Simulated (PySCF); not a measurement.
# triplet HF: levels of theory compared

Wanted: a comparison of 5 runs (U-r2SCAN/cc-pVTZ, UB3LYP/cc-pVTZ, UCAM-B3LYP/cc-pVTZ, UM06-2X/cc-pVTZ, USVWN5/cc-pVTZ) of triplet HF. 

Program for the calculation: PySCF 2.14.0.

4 further runs of the same task are left out: 4 set aside as unsound or not needed.

**1. Starting point**

The species is HF (2 atoms), meant as a triplet with charge 0. SMILES of the parent species: `F`. The coordinates come from a PBE0-D4/def2-TZVP relaxation. That shape belongs to the parent species and isn't relaxed for this state.

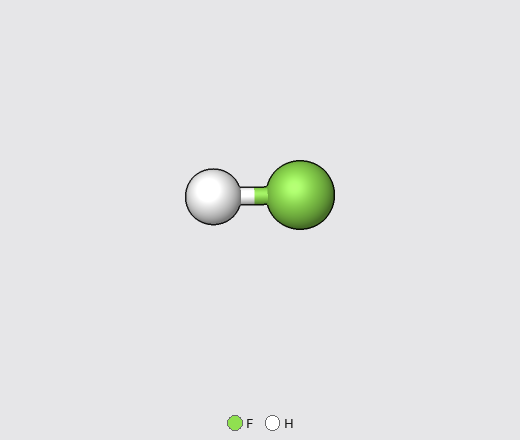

The structure, seen from a chosen angle (fluorine green, hydrogen white).

**2. The energy at U-r2SCAN/cc-pVTZ (run 1)**

File start.xyz:

```xyz
2

F     -0.390000     0.144600    -0.196400
H      0.390000    -0.144600     0.196400
```

File input.py:

```python
from pyscf import gto, dft

mol = gto.M(
    atom='start.xyz',
    spin=2,
    verbose=3,
    charge=0,
    max_memory=1860,
    basis='cc-pvtz',
)

mf = dft.UKS(mol, xc='r2scan')
mf.grids.level = 5
mf.conv_tol = 1e-10
mf.kernel()
if not mf.converged:
    mf = mf.newton().run(mf.mo_coeff, mf.mo_occ)

energy = mf.e_tot
print('E = %.10f Eh' % energy)
```

The run is started by

```sh
OMP_NUM_THREADS=1 python input.py
```

Output:

```text
WARN: HOMO 0.0134819732867655 >= LUMO -0.478282390400806

WARN: HOMO -0.0908366370296836 >= LUMO -0.526075152262626

WARN: HOMO -0.0798338528260008 >= LUMO -0.449383858218594

WARN: HOMO -0.0807320525822277 >= LUMO -0.445519000643937

WARN: HOMO -0.0809220410772369 >= LUMO -0.446227296800958

WARN: HOMO -0.0808793818347127 >= LUMO -0.446193739084

WARN: HOMO -0.080894868608441 >= LUMO -0.446183621000712

WARN: HOMO -0.0808905786825544 >= LUMO -0.446182882900318

WARN: HOMO -0.0808912555228147 >= LUMO -0.446183625137774

WARN: HOMO -0.0808911705523006 >= LUMO -0.446183439906935

WARN: HOMO -0.0808918498792206 >= LUMO -0.446174461570832

WARN: HOMO -0.0808919242487036 >= LUMO -0.446177487048651

WARN: HOMO -0.0808920833313227 >= LUMO -0.44608281756701

WARN: HOMO -0.0808923731248807 >= LUMO -0.446057659454295

WARN: HOMO -0.0808922214391821 >= LUMO -0.446083120827645

WARN: HOMO -0.080892167749063 >= LUMO -0.446122123447514

WARN: HOMO -0.0808909846811936 >= LUMO -0.44606861881662

WARN: HOMO -0.0808916861857938 >= LUMO -0.446146557343297

WARN: HOMO -0.080891279164689 >= LUMO -0.446181366729553

WARN: HOMO -0.0808914500668969 >= LUMO -0.446170452468554

WARN: HOMO -0.080891392737243 >= LUMO -0.446173634283863

WARN: HOMO -0.0808913509494751 >= LUMO -0.446174618002033

converged SCF energy = -100.067803229142  <S^2> = 2.0022609  2S+1 = 3.0015069
E = -100.0678032291 Eh
```

It took 11 s on 1 thread of Arm Neoverse V1, shared host; peak memory 0.27 GiB.

**3. A single-point energy at UB3LYP/cc-pVTZ (run 2)**

File input.py:

```python
from pyscf import gto, dft

mol = gto.M(
    atom='''
F   -0.390000   0.144600  -0.196400
H    0.390000  -0.144600   0.196400
''',
    verbose=4,
    basis='cc-pvtz',
    max_memory=1860,
    spin=2,
)

myscf = dft.UKS(mol)
myscf.xc = 'b3lyp'
myscf.grids.level = 5
myscf.conv_tol = 1e-10
myscf.kernel()
if not myscf.converged:
    myscf = myscf.newton().run(myscf.mo_coeff, myscf.mo_occ)

e_tot = myscf.e_tot
print('Final energy', e_tot)
```

The run is started by

```sh
OMP_NUM_THREADS=1 python input.py
```

Output:

```text
PySCF version 2.14.0

[INPUT] num. atoms = 2
[INPUT] num. electrons = 10
[INPUT] charge = 0
[INPUT] spin (= nelec alpha-beta = 2S) = 2
[INPUT] symmetry False subgroup None
[INPUT] Mole.unit = angstrom
[INPUT] Symbol           X                Y                Z      unit          X                Y                Z       unit  Magmom
[INPUT]  1 F     -0.390000000000   0.144600000000  -0.196400000000 AA   -0.736993188580   0.273254397612  -0.371142210865 Bohr   0.0
[INPUT]  2 H      0.390000000000  -0.144600000000   0.196400000000 AA    0.736993188580  -0.273254397612   0.371142210865 Bohr   0.0

nuclear repulsion = 5.17695231349631
number of shells = 15
number of NR pGTOs = 58
number of NR cGTOs = 44
basis = cc-pvtz
ecp = {}

[... 33 lines left out ...]
[... the frontier-level lines of each cycle are left out ...]
[... 1 line left out ...]
[... 5 lines left out ...]
[... 5 lines left out ...]
[... 5 lines left out ...]
[... 5 lines left out ...]

cycle= 5 E= -100.110203989112  delta_E= -3.64e-06  |g|= 0.000748  |ddm|= 0.00681


cycle= 6 E= -100.110204179662  delta_E= -1.91e-07  |g|= 0.0001  |ddm|= 0.000719


cycle= 7 E= -100.110204183547  delta_E= -3.89e-09  |g|= 5.12e-06  |ddm|= 0.000118


cycle= 8 E= -100.110204183562  delta_E= -1.42e-11  |g|= 4.94e-07  |ddm|= 8.86e-06


Extra cycle  E= -100.110204183562  delta_E= -9.09e-13  |g|= 4.13e-07  |ddm|= 1.11e-06
converged SCF energy = -100.110204183562  <S^2> = 2.0014418  2S+1 = 3.0009611
Final energy -100.11020418356247
```

Run time: 3 s. Hardware: 1 thread of Arm Neoverse V1, shared host; peak memory 0.24 GiB.

Run 3 isn't shown in full; the table further down has it.

**4. The energy at UM06-2X/cc-pVTZ (run 4)**

File calc.py:

```python
from pyscf import gto, dft

system = gto.M(
    atom=[
    ('F', (-0.390000, 0.144600, -0.196400)),
    ('H', (0.390000, -0.144600, 0.196400)),
],
    verbose=4,
    spin=2,
    basis='cc-pvtz',
    max_memory=1860,
    charge=0,
)

mf = dft.UKS(system)
mf.xc = 'm06-2x'
mf.grids.level = 5
mf.conv_tol = 1e-10
mf.kernel()
if not mf.converged:
    mf = mf.newton().run(mf.mo_coeff, mf.mo_occ)

e_final = mf.e_tot
print(f'total energy: {e_final:.8f} hartree')
```

The run is started by

```sh
OMP_NUM_THREADS=1 python calc.py
```

Output:

```text
PySCF version 2.14.0

[INPUT] num. atoms = 2
[INPUT] num. electrons = 10
[INPUT] charge = 0
[INPUT] spin (= nelec alpha-beta = 2S) = 2
[INPUT] symmetry False subgroup None
[INPUT] Mole.unit = angstrom
[INPUT] Symbol           X                Y                Z      unit          X                Y                Z       unit  Magmom
[INPUT]  1 F     -0.390000000000   0.144600000000  -0.196400000000 AA   -0.736993188580   0.273254397612  -0.371142210865 Bohr   0.0
[INPUT]  2 H      0.390000000000  -0.144600000000   0.196400000000 AA    0.736993188580  -0.273254397612   0.371142210865 Bohr   0.0

nuclear repulsion = 5.17695231349631
number of shells = 15
number of NR pGTOs = 58
number of NR cGTOs = 44
basis = cc-pvtz
ecp = {}

[... 34 lines left out ...]
[... the frontier-level lines of each cycle are left out ...]
[... 13 lines left out ...]
[... 17 lines left out ...]
[... 17 lines left out ...]
[... 17 lines left out ...]
[... 17 lines left out ...]
[... 17 lines left out ...]
[... 17 lines left out ...]
[... 17 lines left out ...]
[... 5 lines left out ...]

cycle= 25 E= -100.066295482554  delta_E= -2.06e-09  |g|= 4.81e-06  |ddm|= 0.00115


cycle= 26 E= -100.066295480278  delta_E= 2.28e-09  |g|= 6.48e-07  |ddm|= 0.000602


cycle= 27 E= -100.066295480164  delta_E= 1.14e-10  |g|= 5.8e-07  |ddm|= 0.000157


cycle= 28 E= -100.066295480164  delta_E= -1.14e-13  |g|= 3.9e-08  |ddm|= 2.3e-06


Extra cycle  E= -100.066295480164  delta_E= 1.85e-13  |g|= 3.21e-08  |ddm|= 5.66e-08
converged SCF energy = -100.066295480164  <S^2> = 2.0016787  2S+1 = 3.0011189
total energy: -100.06629548 hartree
```

Wall time 14 s (1 thread of Arm Neoverse V1, shared host); peak memory 0.27 GiB.

**5. A single-point energy at USVWN5/cc-pVTZ (run 5)**

File run.py:

```python
from pyscf import gto, dft

mol = gto.M(
    atom=[
    ('F', (-0.390000, 0.144600, -0.196400)),
    ('H', (0.390000, -0.144600, 0.196400)),
],
    max_memory=1860,
    verbose=3,
    spin=2,
    charge=0,
    basis='cc-pvtz',
)

myscf = dft.UKS(mol)
myscf.xc = 'svwn'
myscf.grids.level = 5
myscf.conv_tol = 1e-10
myscf.kernel()
if not myscf.converged:
    myscf = myscf.newton().run(myscf.mo_coeff, myscf.mo_occ)

e_final = myscf.e_tot
print('E(%s) = %.9f' % ('SVWN5', e_final))
```

The run is started by

```sh
OMP_NUM_THREADS=1 python run.py
```

Output:

```text
WARN: HOMO -0.00486169811669512 >= LUMO -0.454789779014864

WARN: HOMO -0.0913275776846163 >= LUMO -0.611720575485063

WARN: HOMO -0.0779305024175816 >= LUMO -0.544217861194423

WARN: HOMO -0.0739892818197188 >= LUMO -0.528787750232651

WARN: HOMO -0.0729516006570439 >= LUMO -0.525828497752834

WARN: HOMO -0.0740200329120437 >= LUMO -0.527608760244717

WARN: HOMO -0.0736441216082557 >= LUMO -0.527454932857214

WARN: HOMO -0.0736756008235222 >= LUMO -0.527356511308179

WARN: HOMO -0.0736738679282727 >= LUMO -0.527358618965751

WARN: HOMO -0.0736738616577615 >= LUMO -0.527358715369536

WARN: HOMO -0.0736739668253783 >= LUMO -0.52735839236036

converged SCF energy = -99.442498857542  <S^2> = 2.0007748  2S+1 = 3.0005165
E(SVWN5) = -99.442498858
```

It took 2.4 s on 1 thread of Arm Neoverse V1, shared host; peak memory 0.16 GiB.

**6. All runs side by side**

```csv
run,level,energy (Eh),dipole moment (D),HOMO energy (eV),⟨S²⟩,wall time
1,U-r2SCAN/cc-pVTZ,-100.067803,2.36,-2.20,2.002,11 s
2,UB3LYP/cc-pVTZ,-100.110204,2.32,-2.80,2.001,3 s
3,UCAM-B3LYP/cc-pVTZ,-100.084242,2.32,-4.25,2.001,3.9 s
4,UM06-2X/cc-pVTZ,-100.066295,2.31,-3.85,2.002,14 s
5,USVWN5/cc-pVTZ,-99.442499,2.33,-2.00,2.001,2.4 s
```

**7. What came out**

| quantity | value |
| --- | --- |
| run 5: total energy | -99.44250 Eh |
| run 5: dipole moment | 2.33 D |
| run 5: HOMO energy (highest over α and β) | -2.00 eV |
| run 5: ⟨S²⟩ | 2.001 |

What this shows: The dipole moment (its size) runs from 2.31 D (UM06-2X/cc-pVTZ) to 2.36 D (U-r2SCAN/cc-pVTZ). Totals of different functionals can't be ranked against each other. All runs together took 35 s, the longest 14 s.
